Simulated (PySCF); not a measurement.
# W2Se: relaxation and vibrations of the singlet

The task is one start of a wider search on W2Se: the singlet, from a PBE0 minimum start. It is relaxed, tested by its Hessian and followed downhill if it is a saddle.

Program: PySCF 2.14.0. Level of theory: PBE0, basis Se def2-SVP, W def2-SVP with ECP60, scalar-relativistic core potentials, no spin–orbit coupling, density fitting. These are calculated values, not measurements.

### Step 1. The starting structure

3 atoms, charge 0, spin multiplicity 1.

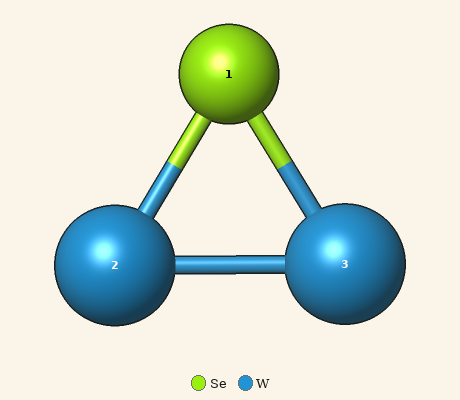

Start geometry, drawn with selenium green, tungsten blue; atoms are numbered from 1 in the order of the file.

Z-matrix (Å, degrees; charge 0 multiplicity 1):
```
Se
W  1 2.3456
W  2 2.4232 1 58.90
```

### Step 2. Finding the electronic state

One driver script runs all steps and calls PySCF; scf.py shows how it sets up the SCF of each step. The optimiser is the driver's own. After this first run the driver tries any further starts and a stability analysis.

File scf.py:

```python
from pyscf import gto, scf, dft
mol = gto.M(atom='''
Se    -0.000000     0.000000    -1.650060
W      1.211605    -0.000000     0.358361
W     -1.211605     0.000000     0.358361''',
    basis={'Se': 'def2-SVP', 'W': 'def2-SVP'},
    ecp={'W': 'def2-SVP'},
    charge=0, spin=0)
mf = dft.RKS(mol, xc='PBE0')
mf.grids.atom_grid = (50, 194)
aux = {'Se': 'def2-universal-JKFIT', 'W': 'def2-universal-JKFIT'}
mf = mf.density_fit(auxbasis=aux)
mf.conv_tol = 1e-08
mf.diis_space = 10
mf.max_cycle = 60
mf.init_guess = 'minao'
mf.verbose = 4
mf.kernel()
```

On the command line:

```bash
> OMP_NUM_THREADS=2 python axn.py task.json out
```

Standard output:

```text
init E= -2509.83386809239
  HOMO = -0.550169956013849  LUMO = -0.526048936300399  gap/eV = 0.65637
cycle= 1 E= -2534.53251270857  delta_E= -24.7  |g|= 1.19  |ddm|= 10.1
  HOMO = 0.0359946239836333  LUMO = 0.04250005018836  gap/eV = 0.17702
cycle= 2 E= -2531.27139335846  delta_E= 3.26  |g|= 3.16  |ddm|= 6.03
  HOMO = -0.177620477162369  LUMO = -0.143412745633988  gap/eV = 0.93084
cycle= 3 E= -2534.88295447426  delta_E= -3.61  |g|= 0.403  |ddm|= 5.42
  HOMO = -0.120045510234854  LUMO = -0.0891782423695004  gap/eV = 0.83994
cycle= 4 E= -2534.87111413821  delta_E= 0.0118  |g|= 0.465  |ddm|= 1.07
  HOMO = -0.122465210490495  LUMO = -0.0906547939879768  gap/eV = 0.86561
cycle= 5 E= -2534.935748613  delta_E= -0.0646  |g|= 0.0819  |ddm|= 0.684
  HOMO = -0.132323983850679  LUMO = -0.0955952432328893  gap/eV = 0.99944
cycle= 6 E= -2534.93745633806  delta_E= -0.00171  |g|= 0.0195  |ddm|= 0.117
  HOMO = -0.134729660546732  LUMO = -0.0969464730118315  gap/eV = 1.02813
cycle= 7 E= -2534.93762601595  delta_E= -0.00017  |g|= 0.00947  |ddm|= 0.0478
  HOMO = -0.135703957925194  LUMO = -0.097567081010679  gap/eV = 1.03776
cycle= 8 E= -2534.93769881036  delta_E= -7.28e-05  |g|= 0.00383  |ddm|= 0.0295
  HOMO = -0.136406877278336  LUMO = -0.0979745613439936  gap/eV = 1.04580
cycle= 9 E= -2534.93774631449  delta_E= -4.75e-05  |g|= 0.00213  |ddm|= 0.0396
  HOMO = -0.136589138806396  LUMO = -0.0980404682398061  gap/eV = 1.04896
cycle= 10 E= -2534.93773214806  delta_E= 1.42e-05  |g|= 0.0113  |ddm|= 0.0211
  HOMO = -0.136626383988826  LUMO = -0.0980516912054861  gap/eV = 1.04967
cycle= 11 E= -2534.93775956599  delta_E= -2.74e-05  |g|= 0.00116  |ddm|= 0.00981
  HOMO = -0.136577631544738  LUMO = -0.0980026637983586  gap/eV = 1.04968
cycle= 12 E= -2534.93776152184  delta_E= -1.96e-06  |g|= 0.000117  |ddm|= 0.0127
  HOMO = -0.136548784929671  LUMO = -0.0979885104647809  gap/eV = 1.04928
cycle= 13 E= -2534.93776154421  delta_E= -2.24e-08  |g|= 3.21e-05  |ddm|= 0.00105
  HOMO = -0.136546214135494  LUMO = -0.0979862210534573  gap/eV = 1.04927
cycle= 14 E= -2534.93776154736  delta_E= -3.15e-09  |g|= 5.75e-06  |ddm|= 0.000512
  HOMO = -0.136545667240306  LUMO = -0.0979859500992781  gap/eV = 1.04926
Extra cycle  E= -2534.93776154744  delta_E= -8.19e-11  |g|= 7.45e-06  |ddm|= 4.87e-05
converged SCF energy = -2534.93776154744
```

This step, with its further starts and checks, ran for 18 s (2 threads of AMD EPYC, shared host).

This is not the lowest solution: one lies 63.5 kJ/mol lower, at -2534.96194 Eh, and the relaxation starts from that.

### Step 3. PBE0 minimum start, singlet: relaxation

The program finds C2v symmetry in the start, which this walk keeps. Threshold on the gradient: 0.0003 Eh/bohr, with a further test on the energy change.

Edit scf.py of step 2 so:

```diff
@@ -3,3 +3,3 @@
-Se    -0.000000     0.000000    -1.650060
-W      1.211605    -0.000000     0.358361
-W     -1.211605     0.000000     0.358361''',
+Se     0.000000     0.000000    -1.650003
+W      1.211605     0.000000     0.358418
+W     -1.211605     0.000000     0.358418''',
@@ -16 +15,0 @@
-mf.init_guess = 'minao'
```

Steps of the walk:

```csv
step,energy (Eh),change (kJ/mol),largest symmetric gradient (Eh/bohr)
0,-2534.961936,0.00,0.08706
1,-2534.983803,-57.41,0.03571
2,-2534.985451,-61.74,0.02999
3,-2534.986543,-64.60,0.00324
4,-2534.986564,-64.66,0.00032
5,-2534.986565,-64.66,0.00006
```

The walk took 52 s.

Geometry (Å) and forces (eV/Å) at some steps:

```
step 0
Se   0.000   0.000  -1.650   0.000   0.000  -1.425
W    1.212   0.000   0.358  -4.477   0.000   0.713
W   -1.212   0.000   0.358   4.477   0.000   0.713
step 1
Se   0.000   0.000  -1.698   0.000   0.000  -0.597
W    1.134   0.000   0.383  -1.836   0.000   0.299
W   -1.134   0.000   0.383   1.836   0.000   0.299
step 3
Se   0.000   0.000  -1.722   0.000   0.000  -0.067
W    1.104   0.000   0.394  -0.167   0.000   0.033
W   -1.104   0.000   0.394   0.167   0.000   0.033
step 5
Se   0.000   0.000  -1.724   0.000   0.000  -0.003
W    1.101   0.000   0.396   0.002   0.000   0.002
W   -1.101   0.000   0.396  -0.002   0.000   0.002
```

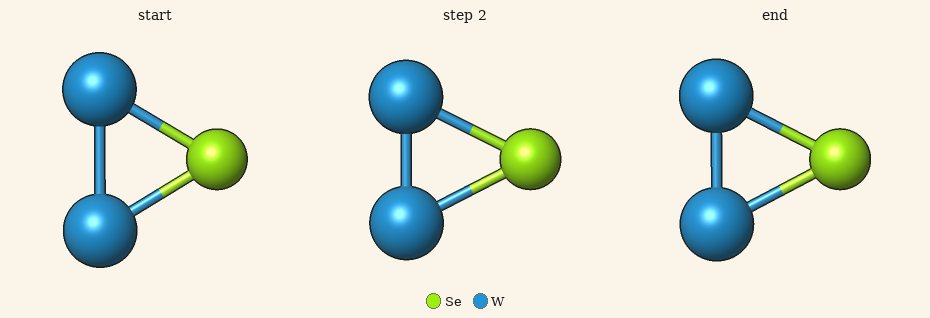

Start and end of the relaxation, with a step between.

After 5 steps and 64.7 kJ/mol it ends at C2v: Se–W 2.389 Å (×2), W–W 2.202 Å; Se–W–W 62.6° (×2), W–Se–W 54.9°.

### Step 4. Vibrations and properties at this point

On the finer grid the gradient is checked again; gradients at displacements of ±0.02 bohr then give force constants and infrared intensities.

Edit scf.py of step 3 so:

```diff
@@ -3,3 +3,3 @@
-Se     0.000000     0.000000    -1.650003
-W      1.211605     0.000000     0.358418
-W     -1.211605     0.000000     0.358418''',
+Se     0.000000     0.000000    -1.741717
+W      1.101214     0.000000     0.378316
+W     -1.101214     0.000000     0.378316''',
@@ -10 +10 @@
-mf.grids.atom_grid = (50, 194)
+mf.grids.atom_grid = (75, 302)
@@ -13 +13 @@
-mf.conv_tol = 1e-08
+mf.conv_tol = 1e-10
```

The driver hands on the density of the step before, so the log starts near convergence.

Log of the central SCF (cycles and frontier levels):

```text
init E= -2534.98659618709
  HOMO = -0.158748874682802  LUMO = -0.106231198209512  gap/eV = 1.42908
cycle= 1 E= -2534.98659618627  delta_E= 8.16e-10  |g|= 5.93e-05  |ddm|= 9.12e-05
  HOMO = -0.1587425973573  LUMO = -0.106225414657486  gap/eV = 1.42907
cycle= 2 E= -2534.98659616322  delta_E= 2.3e-08  |g|= 0.000317  |ddm|= 0.000328
  HOMO = -0.158745045105015  LUMO = -0.106227545001684  gap/eV = 1.42907
cycle= 3 E= -2534.98659618677  delta_E= -2.35e-08  |g|= 3.54e-05  |ddm|= 0.000272
  HOMO = -0.158746919468641  LUMO = -0.106229206553894  gap/eV = 1.42908
cycle= 4 E= -2534.98659618718  delta_E= -4.04e-10  |g|= 2.46e-06  |ddm|= 5.14e-05
  HOMO = -0.1587469560607  LUMO = -0.106229278847931  gap/eV = 1.42908
cycle= 5 E= -2534.98659618716  delta_E= 1.91e-11  |g|= 1.25e-06  |ddm|= 1.04e-05
  HOMO = -0.158746737089629  LUMO = -0.106228972373655  gap/eV = 1.42908
Extra cycle  E= -2534.98659618717  delta_E= -7.73e-12  |g|= 1.35e-06  |ddm|= 1.16e-05
converged SCF energy = -2534.98659618717
```

The whole step took 90 s.

Geometry: C2v; Se–W 2.389 Å (×2), W–W 2.202 Å; Se–W–W 62.6° (×2), W–Se–W 54.9°.

Modes, for the most abundant isotopes:

| symmetry | ω (cm⁻¹) | IR (km/mol) | μ (u) |
| --- | --- | --- | --- |
| b2 | 186 | 0.9 | 111.91 |
| a1 | 290 | 0.0 | 113.57 |
| a1 | 352 | 2.2 | 126.88 |

All wavenumbers are real: a minimum.

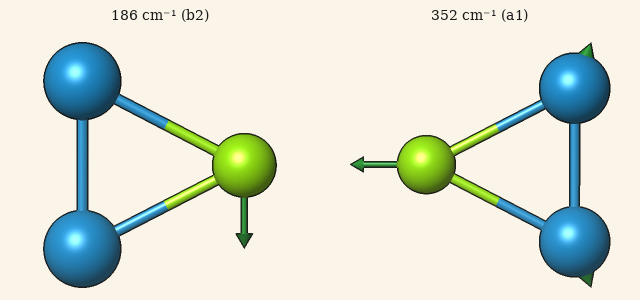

How the atoms move in 2 of the modes.

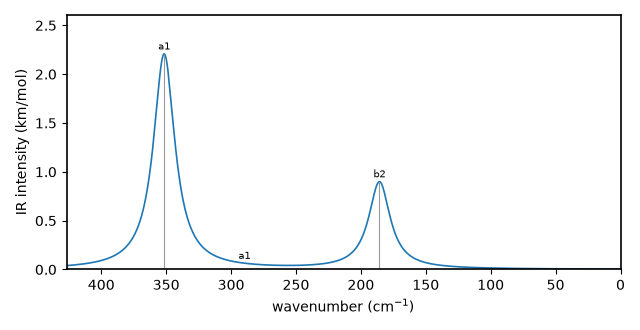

The harmonic infrared spectrum (widths in cm⁻¹). Lines are broadened to a width of 20 cm⁻¹ (Lorentzian).

Constants and moments:

| Property | Result |
| --- | --- |
| Dipole moment | 1.67 D |
| Highest occupied level | -4.32 eV |
| Lowest empty level | -2.89 eV |
| Rotational constants | 0.05713, 0.03779, 0.02274 cm⁻¹ |
| Zero-point energy | 4.9 kJ/mol |
| Principal polarisabilities | 131.5, 161.5, 213.8 bohr³ |
| Atomisation energy without zero-point energy | 725 kJ/mol |
| Principal traceless quadrupole moments about the centre of mass | -10.40, 3.19, 7.21 D Å |
| Entropy at 298.15 K and 1 bar | 324.7 J/(mol K) |
| Heat capacity Cp at 298.15 K | 54.7 J/(mol K) |
| Enthalpy at 298.15 K above 0 K | 13.53 kJ/mol |
| Rotational symmetry number | 2 |

Charges (e) and bond orders:

```json
{"atom": "Se1", "Mulliken": "-0.19", "Löwdin": "0.47", "polar tensor": "-0.22", "Mayer order to Se1": "–"}
{"atom": "W2,3", "Mulliken": "0.09", "Löwdin": "-0.23", "polar tensor": "0.11", "Mayer order to Se1": "1.29"}
```

Mulliken populations on Se1: s 7.94, p 16.17, d 10.09.

### Step 5. Stability of the closed shell

At the lowest minimum the closed shell is tested against spin polarisation, on the (50, 194) grid. It is unstable: an open-shell solution lies lower. That solution was not followed to a minimum here.

### Step 6. What came out

```
                            quantity                                                            value
                             minimum  singlet, C2v (closed shell, unstable towards spin polarisation)
                            geometry  Se–W 2.389 Å (×2), W–W 2.202 Å; Se–W–W 62.6° (×2), W–Se–W 54.9°
                  wavenumbers (cm⁻¹)                                     186 (b2), 290 (a1), 352 (a1)
                       dipole moment                                                           1.67 D
highest occupied, lowest empty level                                                  -4.32, -2.89 eV
          polar-tensor charge of Se1                                                          -0.22 e
                   zero-point energy                                                       4.9 kJ/mol
```

In words: The molecule stays C2v, as typed, and the end point is a minimum. In the infrared the band at 352 cm⁻¹ (a1) leads. The first SCF alone would have been 63 kJ/mol too high. Only this shape and spin were tried, so other structures or states may lie lower. The small gap makes a closed-shell description doubtful. The closed shell proved unstable towards spin polarisation, so a lower open-shell solution exists. Spin–orbit coupling, left out here, can matter for elements this heavy.

The search up to here ran for 2.8 min (2 threads of AMD EPYC, shared host).
